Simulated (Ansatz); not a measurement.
# Sn2As2Se: one candidate of a structure search, part 2 of 2

Where does this trial cell of Sn2As2Se go when cell and atoms are let free?

Ansatz 0.2.0; DFT PBE, scalar-relativistic, plane waves, PAW.

## 4. Variant: xc lda

Input file input.yaml:

```yaml
crystal:
  lattice:
    - [-2.6543407073, 2.6543407073, 4.4444416731]
    - [2.6543407073, -2.6543407073, 4.4444416731]
    - [2.6543407073, 2.6543407073, -4.4444416731]
  atoms:
    - { symbol: Sn, position: [0.75, 0.25, 0.5] }
    - { symbol: Sn, position: [0.25, 0.75, 0.5] }
    - { symbol: As, position: [0.6387092889, 0.6387092889, 0.0] }
    - { symbol: As, position: [0.3612907111, 0.3612907111, 0.0] }
    - { symbol: Se, position: [0.0, 0.0, 0.0] }
basis:
  ecutwfc: 420
kpoints:
  mp_grid: { grid: [12, 12, 12] }
hamiltonian:
  xc: lda
scf:
  occupations: { method: gaussian, width: 0.1 }
output:
  forces: true
  eigenvalues: true
  stress: true
```

Started as:

```bash
$ ansatz run input.yaml --threads 1 --pin off --max-ram 2560MiB --backend cpu --events-out ev --progress --plain --runs-dir out
```

Standard output, shortened:

```text
Warning: RAYON_NUM_THREADS=1 ignored (pool sized by the plan → 1); use --threads N
[...]
Pseudopotentials: kind: paw
Pseudopotential: Sn, paw, valence charge 14, recommended cutoff 420 eV (normal), Sn.paw.azcp
Pseudopotential: As, paw, valence charge 15, recommended cutoff 420 eV (normal), As.paw.azcp
Pseudopotential: Se, paw, valence charge 16, recommended cutoff 420 eV (normal), Se.paw.azcp
Functional definition: SPW92
[...]
Crystal: 5 atoms, lattice volume = 125.254 Å³
Basis set: ecut = 420 eV, 2447 PW (Γ)
Bands: 45, of which v1, the nominal top of the filled ones, is band 37 counted from 1 (36 counted from 0)
Symmetry: 16 space group operations
Space group: I4/mmm (ITA 139), of the structure as read, at distance tolerance 5.0e-5 Å
k-points: 163 of 1728
[...]
SCF iter   1: F=—  HF=-26689.579873 eV  |F-HF|=—  |Δ(HF+E_count)|=         —  Δρ=5.47e-3  dr2=2.25e-2  ethr=1.77e-3  ⟨swp⟩=7.6  Hψ=29268  notcnv=0  defer=28
[...]
SCF iter   8: F=-26689.567752 eV  HF=-26689.567752 eV  |F-HF|=3.06e-9  |Δ(HF+E_count)|=   1.06e-8  Δρ=1.99e-6  dr2=5.53e-9  ethr=1.35e-10  ⟨swp⟩=8.5  Hψ=31056  notcnv=0
[...]
SCF converged after 8 iterations
Free energy (F): -26689.567752 eV
[...]
E sigma→0 (E₀):  -26689.564407 eV
Entropy (-TS):   -0.006691 eV (-1.338 meV/atom)
Fermi energy:    9.179833 eV
[...]
--- Forces (eV/Å), atoms counted from 1 ---
  atom   1  Sn    -0.00000000     0.00000000     0.00000000
  atom   2  Sn     0.00000000    -0.00000000     0.00000000
  atom   3  As     0.00000000    -0.00000000     0.02718125
  atom   4  As     0.00000000     0.00000000    -0.02718125
  atom   5  Se     0.00000000     0.00000000     0.00000000
[...]
--- Stress (GPa, compression-positive) ---
       -4.480039      -0.000000       0.000000
       -0.000000      -4.480039      -0.000000
       -0.000000      -0.000000      -4.279029
  P = ⅓ Tr σ = -4.4130 GPa (-44.130 kbar)
--- Band table (eV; the first three rows and the last of 163) ---
[...]
```

Wall time 52 s (1 thread of Arm Neoverse V1, shared host); peak memory 0.82 GiB.

| run | ending | energy change | pressure (GPa) | gap (eV) | force (eV/Å) | cycles | time |
| --- | --- | --- | --- | --- | --- | --- | --- |
| step 3 | converged | - | 0.0 | 0.00 | 0.00 | - | 11 min |
| variant | converged | not comparable | -4.4 | 0.00 | 0.03 | 8 | 52 s |

A change of functional puts the total energy on another scale; the pressure goes from 0.0 to -4.4 GPa and the largest force goes from 0.00 to 0.03 eV/Å. At this fixed cell a lower pressure means that this functional prefers a smaller volume than the reference.

## 5. Relaxing again on a mesh for the new cell

Input file input.yaml:

```yaml
crystal:
  lattice:
    - [-2.6543407073, 2.6543407073, 4.4444416731]
    - [2.6543407073, -2.6543407073, 4.4444416731]
    - [2.6543407073, 2.6543407073, -4.4444416731]
  atoms:
    - { symbol: Sn, position: [0.75, 0.25, 0.5] }
    - { symbol: Sn, position: [0.25, 0.75, 0.5] }
    - { symbol: As, position: [0.6387092889, 0.6387092889, 0.0] }
    - { symbol: As, position: [0.3612907111, 0.3612907111, 0.0] }
    - { symbol: Se, position: [0.0, 0.0, 0.0] }
basis:
  ecutwfc: 420
kpoints:
  mp_grid: { grid: [10, 10, 10] }
hamiltonian:
  xc: pbe
scf:
  occupations: { method: gaussian, width: 0.1 }
output:
  forces: true
  stress: true
  eigenvalues: true
  write_density: true
  write_potential: true
  elf: true
  volumetric_format: npy
relax:
  adjacent_minimum: "off"
  f_tol: 0.01
  max_steps: 80
  cell: { stress_tol: 0.05 }
```

Started as:

```bash
$ ansatz run input.yaml --threads 1 --pin off --max-ram 2560MiB --backend cpu --events-out ev --progress --plain --runs-dir out
```

Standard output:

```text
Warning: RAYON_NUM_THREADS=1 ignored (pool sized by the plan → 1); use --threads N
[... 10 set-up lines as earlier in the session ...]
Crystal: 5 atoms, lattice volume = 125.254 Å³
Basis set: ecut = 420 eV, 2447 PW (Γ), exchange–correlation on 80×80×80 points (8 copies of the dense FFT grid, shifted against one another)
Bands: 45, of which v1, the nominal top of the filled ones, is band 37 counted from 1 (36 counted from 0)
[... 2 set-up lines as earlier in the session ...]
k-points: 102 of 1000
[... 10 set-up lines as earlier in the session ...]
SCF iter   1: F=—  HF=-27229.743660 eV  |F-HF|=—  |Δ(HF+E_count)|=         —  Δρ=3.13e-3  dr2=2.28e-2  ethr=1.77e-3  ⟨swp⟩=7.5  Hψ=18252  notcnv=0  defer=17
preconditioner: auto → Kerker (q_TF=auto, 2.499 Å⁻¹)  [metal: Δε(μ)=0.010 eV  Ē_g=15.967 eV  σ=0.100 eV  W_gap=0.06  n_scr=34 (ndim 8)  ℏωp=22.0 eV  f_vac=0.001  D(μ)=1.80/eV (n_scr^D=10)]
SCF iter   2: F=—  HF=-27229.738891 eV  |F-HF|=—  |Δ(HF+E_count)|=   4.77e-3  Δρ=1.58e-3  dr2=5.56e-3  ethr=3.08e-5  ⟨swp⟩=1.3  Hψ=5456  notcnv=0  defer=21
SCF iter   3: F=—  HF=-27229.738090 eV  |F-HF|=—  |Δ(HF+E_count)|=   8.01e-4  Δρ=5.33e-4  dr2=5.15e-4  ethr=7.52e-6  ⟨swp⟩=2.0  Hψ=8164  notcnv=0  defer=21
SCF iter   4: F=—  HF=-27229.737914 eV  |F-HF|=—  |Δ(HF+E_count)|=   1.76e-4  Δρ=2.63e-4  dr2=9.61e-5  ethr=6.96e-7  ⟨swp⟩=2.0  Hψ=8161  notcnv=0  defer=21
SCF iter   5: F=—  HF=-27229.737911 eV  |F-HF|=—  |Δ(HF+E_count)|=   2.98e-6  Δρ=9.21e-5  dr2=1.13e-5  ethr=1.30e-7  ⟨swp⟩=2.0  Hψ=6613  notcnv=0  defer=21
SCF iter   6: F=—  HF=-27229.737908 eV  |F-HF|=—  |Δ(HF+E_count)|=   2.89e-6  Δρ=3.86e-5  dr2=2.00e-6  ethr=1.53e-8  ⟨swp⟩=2.0  Hψ=8170  notcnv=0  defer=21
SCF iter   7: F=—  HF=-27229.737908 eV  |F-HF|=—  |Δ(HF+E_count)|=   7.02e-8  Δρ=1.33e-5  dr2=1.65e-7  ethr=2.70e-9  ⟨swp⟩=2.0  Hψ=7663  notcnv=0  defer=21
SCF iter   8: F=-27229.737908 eV  HF=-27229.737908 eV  |F-HF|=1.11e-9  |Δ(HF+E_count)|=   2.52e-7  Δρ=4.78e-6  dr2=3.52e-8  ethr=1.35e-10  ⟨swp⟩=12.7  Hψ=34015  notcnv=0
SCF 1 converged in 8 iterations: F = -27229.737908 eV  dr2 = 3.52e-8
relax step   1: F+E_penalty+E_count = -27229.73790779 eV  Δ(F+E_penalty+E_count) = +0.000e0 eV  max|allowed force component| = 3.542e-3 eV/Å  Δτ_max = 0.0000 Å  P = +0.027 GPa  Ω = 125.254 Å³  (8 SCF iters, dr2 threshold 1.00e-7 eV, accepted)
Crystal: 5 atoms, lattice volume = 125.341 Å³
[... 2 set-up lines as earlier in the session ...]
iter 1 solved again at ethr=5.85e-9 eV; its pass at ethr=3.10e-3 eV (dr2=4.33e-6 eV) is discarded
SCF iter   1: F=—  HF=-27229.737905 eV  |F-HF|=—  |Δ(HF+E_count)|=         —  Δρ=4.31e-5  dr2=4.01e-6  ethr=5.85e-9  ⟨swp⟩=3.0  Hψ=21083  notcnv=0
preconditioner: auto → Kerker (q_TF=auto, 2.499 Å⁻¹)  [metal: Δε(μ)=0.012 eV  Ē_g=15.979 eV  σ=0.100 eV  W_gap=0.07  n_scr=34 (ndim 8)  ℏωp=22.0 eV  f_vac=0.001  D(μ)=1.83/eV (n_scr^D=10)]
SCF iter   2: F=—  HF=-27229.737907 eV  |F-HF|=—  |Δ(HF+E_count)|=   1.46e-6  Δρ=2.65e-5  dr2=1.48e-6  ethr=5.42e-9  ⟨swp⟩=1.0  Hψ=4593  notcnv=0
SCF iter   3: F=—  HF=-27229.737907 eV  |F-HF|=—  |Δ(HF+E_count)|=   2.83e-7  Δρ=6.72e-6  dr2=1.27e-7  ethr=2.00e-9  ⟨swp⟩=2.0  Hψ=8318  notcnv=0
SCF iter   4: F=—  HF=-27229.737907 eV  |F-HF|=—  |Δ(HF+E_count)|=   4.35e-8  Δρ=3.33e-6  dr2=2.29e-8  ethr=1.71e-10  ⟨swp⟩=2.0  Hψ=8377  notcnv=0
SCF iter   5: F=-27229.737907 eV  HF=-27229.737907 eV  |F-HF|=4.73e-11  |Δ(HF+E_count)|=  5.49e-10  Δρ=1.05e-6  dr2=2.72e-9  ethr=8.55e-12  ⟨swp⟩=7.3  Hψ=23054  notcnv=0
SCF 2 converged in 5 iterations: F = -27229.737907 eV  dr2 = 2.72e-9
relax step   2: F+E_penalty+E_count = -27229.73790663 eV  Δ(F+E_penalty+E_count) = +1.163e-6 eV  max|allowed force component| = 1.312e-3 eV/Å  Δτ_max = 0.0002 Å  P = -0.013 GPa  Ω = 125.341 Å³  energy of the carried Pulay correction = -1.681e-5 eV  (5 SCF iters, dr2 threshold 6.33e-9 eV, accepted)
Initial wavefunctions: pseudopotential atomic-orbital guess (no wavefunctions were taken with the density)
iter 1 solved again at ethr=1.33e-7 eV; its pass at ethr=3.10e-3 eV (dr2=9.81e-5 eV) is discarded
SCF iter   1: F=—  HF=-27229.737882 eV  |F-HF|=—  |Δ(HF+E_count)|=         —  Δρ=5.15e-5  dr2=7.11e-8  ethr=1.33e-7  ⟨swp⟩=3.0  Hψ=27913  notcnv=0
SCF iter   2: F=—  HF=-27229.737912 eV  |F-HF|=—  |Δ(HF+E_count)|=   3.02e-5  Δρ=2.61e-5  dr2=1.93e-8  ethr=9.61e-11  ⟨swp⟩=3.0  Hψ=8823  notcnv=0
SCF iter   3: F=—  HF=-27229.737922 eV  |F-HF|=—  |Δ(HF+E_count)|=   9.66e-6  Δρ=1.25e-6  dr2=8.74e-10  ethr=2.61e-11  ⟨swp⟩=1.6  Hψ=5018  notcnv=0
SCF iter   4: F=—  HF=-27229.737922 eV  |F-HF|=—  |Δ(HF+E_count)|=   1.41e-8  Δρ=3.50e-7  dr2=3.13e-10  ethr=1.18e-12  ⟨swp⟩=2.1  Hψ=8410  notcnv=0
SCF iter   5: F=—  HF=-27229.737922 eV  |F-HF|=—  |Δ(HF+E_count)|=  2.15e-10  Δρ=1.66e-7  dr2=8.14e-11  ethr=1.00e-12  ⟨swp⟩=1.9  Hψ=7526  notcnv=0
SCF iter   6: F=-27229.737922 eV  HF=-27229.737922 eV  |F-HF|=1.46e-11  |Δ(HF+E_count)|=  7.28e-12  Δρ=9.47e-8  dr2=1.60e-11  ethr=1.00e-12  ⟨swp⟩=6.3  Hψ=21332  notcnv=0
SCF 3 converged in 6 iterations: F = -27229.737922 eV  dr2 = 1.60e-11
relax step   3: F+E_penalty+E_count = -27229.73792191 eV  Δ(F+E_penalty+E_count) = -1.528e-5 eV  max|allowed force component| = 1.322e-3 eV/Å  Δτ_max = 0.0000 Å  P = -0.013 GPa  Ω = 125.341 Å³  stress off target by 1.78e-2 GPa  SCF on the basis re-selected at this cell (its energy is not comparable with the rows above)  (6 SCF iters)
basis re-selected at this cell: Δ(F+E_penalty+E_count) = -1.528e-5 eV, ΔP = -0.000 GPa vs the last step (what re-selecting the basis moved, of the pressure what is left beyond the Pulay correction that the steps carried, after the strain that the cell walked since its last selection, with what the two solves' SCF thresholds leave and, on support functions, any second-order correction that the steps lacked; it is no measure of the basis error at this ecutwfc). This SCF's stress stands 1.78e-2 GPa from its target on what of the cell is left free (relax.cell.stress_tol is 5.00e-2 GPa) and its largest allowed force component is 1.32e-3 eV/Å (relax.f_tol is 1.00e-2 eV/Å): within both
SCF converged after 6 iterations
Free energy (F): -27229.737922 eV
Harris-Foulkes:  -27229.737922 eV  (|F-HF|=1.46e-11)
Internal energy: -27229.728775 eV  (E = F + TS)
E sigma→0 (E₀):  -27229.733348 eV
Entropy (-TS):   -0.009147 eV (-1.829 meV/atom)
Fermi energy:    9.511951 eV
--- Per-component energies (eV) ---
  E_band       = -1037.251117
  E_kinetic    = 693.610105
  E_local      = -7635.371202  (includes V_loc(G=0)·N_el)
  E_nonlocal   = -2001.713965
  E_hartree    = 4188.747785
  E_xc         = -1027.084233
  E_vxc        = -447.545911  (∫ρ·V_xc dr)
  E_paw        = -13851.951929  (= ΣΔE_a)
  E_vpaw       = -23.725097  (= ΣTr[D̂ρ^β])
  E_aug_tail   = -0.000583  (compensation charges beyond the density's cutoff)
  E_ewald      = -7595.964753
  E_smearing   = -0.009147  (= −TS)
  E_closure    = -0.000000  (closes the sum)
  Σ components = -27229.737922   (vs F -27229.737922, Δ=0.00e0)
--- Forces (eV/Å), atoms counted from 1 ---
  atom   1  Sn     0.00000000    -0.00000000     0.00000000
  atom   2  Sn     0.00000000    -0.00000000     0.00000000
  atom   3  As     0.00000000    -0.00000000     0.00132177
  atom   4  As     0.00000000    -0.00000000    -0.00132177
  atom   5  Se     0.00000000     0.00000000     0.00000000
  max |Σ_I F_I| component: 5.20e-18 eV/Å
--- Stress (GPa, compression-positive) ---
       -0.017824       0.000000       0.000000
        0.000000      -0.017824       0.000000
        0.000000       0.000000      -0.003429
  P = ⅓ Tr σ = -0.0130 GPa (-0.130 kbar)
--- Band table (eV; the first three rows and the last of 102) ---
  k-point 0: bands = ["-37.3389", "-37.3324", "-37.3324", "-37.3123", "-37.3120", "-26.2525", "-26.2009", "-26.2009", "-26.1640", "-26.1640", "-26.1589", "-26.1551", "-26.1534", "-26.1489", "-26.1409", "-12.1406", "-12.1338", "-12.1143", "-12.1130", "-12.1130", "-12.0971", "-12.0946", "-12.0946", "-12.0731", "-12.0339", "-3.7954", "-1.6115", "0.2190", "3.2904", "3.9847", "5.5016", "5.5016", "6.4970", "6.7364", "6.7364", "7.8534", "7.8534", "8.1137", "9.3421", "13.2638", "13.6319", "14.5848", "14.7887", "14.7887", "15.7322"]
  k-point 1: bands = ["-37.3389", "-37.3324", "-37.3324", "-37.3123", "-37.3120", "-26.2525", "-26.2009", "-26.2009", "-26.1640", "-26.1640", "-26.1589", "-26.1551", "-26.1534", "-26.1489", "-26.1409", "-12.1389", "-12.1304", "-12.1137", "-12.1112", "-12.1103", "-12.0987", "-12.0963", "-12.0942", "-12.0753", "-12.0378", "-3.7233", "-1.6398", "0.1309", "3.1581", "3.5061", "5.5462", "6.2010", "6.5026", "6.5590", "6.8013", "7.4688", "7.8106", "8.8886", "9.8116", "12.9196", "13.6796", "14.2184", "14.5900", "14.6554", "15.7250"]
  k-point 2: bands = ["-37.3389", "-37.3324", "-37.3324", "-37.3123", "-37.3120", "-26.2525", "-26.2010", "-26.2009", "-26.1640", "-26.1639", "-26.1589", "-26.1551", "-26.1533", "-26.1490", "-26.1409", "-12.1355", "-12.1215", "-12.1152", "-12.1064", "-12.1038", "-12.1006", "-12.0990", "-12.0934", "-12.0809", "-12.0471", "-3.5178", "-1.7120", "-0.0825", "2.7373", "2.8349", "5.7562", "5.9256", "6.1414", "7.5271", "7.5499", "7.8765", "7.9594", "9.5619", "10.7934", "12.0096", "12.9128", "13.8688", "14.2086", "15.5969", "15.6447"]
  k-point 101: bands = ["-37.3389", "-37.3324", "-37.3324", "-37.3123", "-37.3121", "-26.2526", "-26.2012", "-26.2012", "-26.1637", "-26.1637", "-26.1591", "-26.1550", "-26.1528", "-26.1495", "-26.1408", "-12.1363", "-12.1339", "-12.1141", "-12.1100", "-12.1100", "-12.1044", "-12.0966", "-12.0966", "-12.0730", "-12.0340", "-2.3834", "-2.1069", "-2.0213", "3.5580", "4.3904", "4.3904", "5.6534", "6.8572", "8.2233", "8.2233", "8.7690", "9.0779", "9.0779", "9.8525", "11.8468", "13.2992", "13.2992", "13.5562", "14.0236", "14.0236"]
--- Relaxed structure (2 steps of the walk, 2 accepted, 1 SCFs on fresh bases) ---
  F+E_penalty+E_count = -27229.73792191 eV   max|allowed force component| = 1.322e-3 eV/Å   (the final SCF, on the basis selected at the relaxed cell)
  cell:  # Å, volume = 125.3409 Å³
    - [-2.655709906426345, 2.655709906426345, 4.442949545908486]
    - [2.655709906426345, -2.655709906426345, 4.442949545908486]
    - [2.655709906426345, 2.655709906426345, -4.442949545908486]
  atoms:
    - { symbol: Sn, position: [0.7500000000000001, 0.24999999999999992, 0.5000000000000001] }
    - { symbol: Sn, position: [0.24999999999999992, 0.7500000000000001, 0.5000000000000001] }
    - { symbol: As, position: [0.6387314474131123, 0.6387314474131123, 6.33370068464056e-36] }
    - { symbol: As, position: [0.36126855258688745, 0.36126855258688745, 4.099467609724525e-36] }
    - { symbol: Se, position: [1.2197282046107643e-21, 1.2197282046107643e-21, 1.473829335012502e-36] }
```

Run time: 1.9 min. Hardware: 1 thread of Arm Neoverse V1, shared host; peak memory 0.7 GiB.

Relaxation path:

```
step  energy from step 1 (eV/cell)  largest force component (eV/Å)  pressure (GPa)  volume (Å³)
   1                        0.0000                          0.0035            0.03       125.25
   2                        0.0000                          0.0013           -0.01       125.34
   3                        0.0000                          0.0013           -0.01       125.34
```

Step 1 is the start. Step 3 repeats the geometry before it on a plane-wave basis chosen anew for that cell, so its energy need not be comparable with the rows above.

Lengths and angles in the start's conventional setting:

|  | before | after | change |
| --- | --- | --- | --- |
| a (Å) | 5.309 | 5.311 | +0.1 % |
| b (Å) | 5.309 | 5.311 | +0.1 % |
| c (Å) | 8.889 | 8.886 | 0.0 % |
| volume (Å³/atom) | 25.05 | 25.07 | +0.1 % |
| shortest distance (Å) | 2.466 | 2.466 | 0.0 % |
| space group (0.01 Å) | I4/mmm | I4/mmm | same |

The run keeps the 16 symmetry operations of the start, so it could not have lowered the symmetry.

The maps below are laid out on this run's own conventional cell (a, b, c = 5.311, 5.311, 8.886 Å).

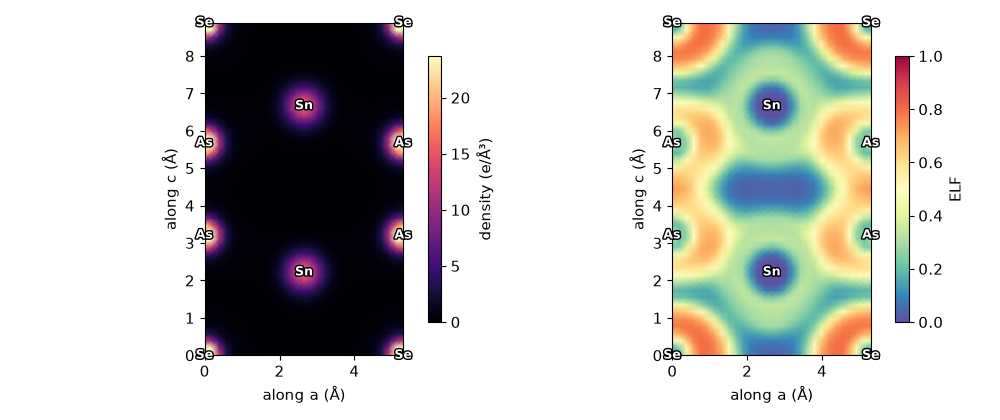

Density (left) and ELF (right) in a lattice plane of the grid's cell (edges 5.31 and 8.89 Å, at 0.000 of the third edge), which holds Sn and As and Se. Only atoms in the plane are labelled; the density scale stops at 23.71 e/Å³. Both are smooth fields of the valence electrons: close to the nuclei they are not physical.

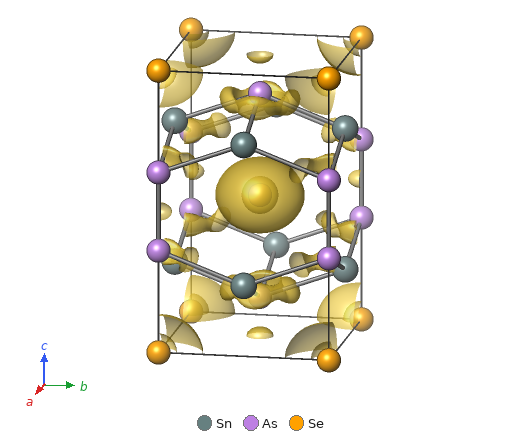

Surface of ELF = 0.67, drawn in one cell.

Maxima of ELF outside the ion cores: 0.80 in the shell around Se, 0.9 Å from Se; 0.73 on the As–As line, 1.2 Å from As; 0.71 on the As–Sn line, 1.0 Å from As.

## 6. Changed: accuracy medium

Input file input.yaml:

```yaml
crystal:
  lattice:
    - [-2.6557099064, 2.6557099064, 4.4429495459]
    - [2.6557099064, -2.6557099064, 4.4429495459]
    - [2.6557099064, 2.6557099064, -4.4429495459]
  atoms:
    - { symbol: Sn, position: [0.75, 0.25, 0.5] }
    - { symbol: Sn, position: [0.25, 0.75, 0.5] }
    - { symbol: As, position: [0.6387314474, 0.6387314474, 0.0] }
    - { symbol: As, position: [0.3612685526, 0.3612685526, 0.0] }
    - { symbol: Se, position: [0.0, 0.0, 0.0] }
basis:
  ecutwfc: 420
kpoints:
  mp_grid: { grid: [10, 10, 10] }
hamiltonian:
  xc: pbe
scf:
  occupations: { method: gaussian, width: 0.1 }
output:
  forces: true
  eigenvalues: true
  stress: true
accuracy: medium
```

Started as:

```bash
$ ansatz run input.yaml --threads 1 --pin off --max-ram 2560MiB --backend cpu --events-out ev --progress --plain --runs-dir out
```

Standard output, shortened:

```text
Warning: RAYON_NUM_THREADS=1 ignored (pool sized by the plan → 1); use --threads N
[...]
[... 5 set-up lines as earlier in the session ...]
[...]
Crystal: 5 atoms, lattice volume = 125.341 Å³
Basis set: ecut = 420 eV, 2447 PW (Γ), exchange–correlation on 80×80×80 points (8 copies of the dense FFT grid, shifted against one another)
Bands: 45, of which v1, the nominal top of the filled ones, is band 37 counted from 1 (36 counted from 0)
[... 2 set-up lines as earlier in the session ...]
k-points: 102 of 1000
[...]
SCF iter   1: F=—  HF=-27229.743740 eV  |F-HF|=—  |Δ(HF+E_count)|=         —  Δρ=3.14e-3  dr2=2.31e-2  ethr=1.77e-3  ⟨swp⟩=7.6  Hψ=18266  notcnv=0  defer=17
[...]
SCF iter   8: F=-27229.737922 eV  HF=-27229.737922 eV  |F-HF|=1.05e-9  |Δ(HF+E_count)|=   2.55e-7  Δρ=4.80e-6  dr2=3.60e-8  ethr=1.35e-10  ⟨swp⟩=8.7  Hψ=20299  notcnv=0
[...]
SCF converged after 8 iterations
Free energy (F): -27229.737922 eV
[...]
E sigma→0 (E₀):  -27229.733348 eV
Entropy (-TS):   -0.009147 eV (-1.829 meV/atom)
Fermi energy:    9.511977 eV
[...]
--- Forces (eV/Å), atoms counted from 1 ---
  atom   1  Sn     0.00000000    -0.00000000     0.00000000
  atom   2  Sn     0.00000000    -0.00000000     0.00000000
  atom   3  As    -0.00000000     0.00000000     0.00129669
  atom   4  As    -0.00000000     0.00000000    -0.00129669
  atom   5  Se     0.00000000     0.00000000     0.00000000
[...]
--- Stress (GPa, compression-positive) ---
       -0.017800       0.000000       0.000000
        0.000000      -0.017800      -0.000000
       -0.000000      -0.000000      -0.003288
  P = ⅓ Tr σ = -0.0130 GPa (-0.130 kbar)
--- Band table (eV; the first three rows and the last of 102) ---
[...]
```

Run time: 34 s. Hardware: 1 thread of Arm Neoverse V1, shared host; peak memory 0.66 GiB.

| run | ending | energy change | pressure (GPa) | gap (eV) | force (eV/Å) | cycles | time |
| --- | --- | --- | --- | --- | --- | --- | --- |
| step 5 | converged | 0 | 0.0 | 0.00 | 0.00 | - | 1.9 min |
| variant | converged | 0.0 meV/atom | 0.0 | 0.00 | 0.00 | 8 | 34 s |

The changed keys (accuracy) make no visible difference here (energy 0.0 meV/atom).

## 7. What came out

This closing draws on all 2 parts. Changes of volume or cell count from the first structure of part 1.

| quantity | value |
| --- | --- |
| symmetry at the end (tolerance 0.05 Å) | space group I4/mmm (No. 139) |
| conventional cell | a = 5.311 Å, b = 5.311 Å, c = 8.886 Å, α = 90.00°, β = 90.00°, γ = 90.00° |
| volume | 25.07 Å³/atom |
| energy over the elements, grey Sn | +0.01 eV/atom |
| gap on the mesh | none (metal) |

What this shows: The space group I4/mmm (No. 139) is kept, and the volume per atom shrinks by 7.3 % from the first guess. The formation energy of this structure is too near zero to say whether it is bound against the elements. No finished test with a distortion of lower symmetry is shown, so the end may be a saddle point.
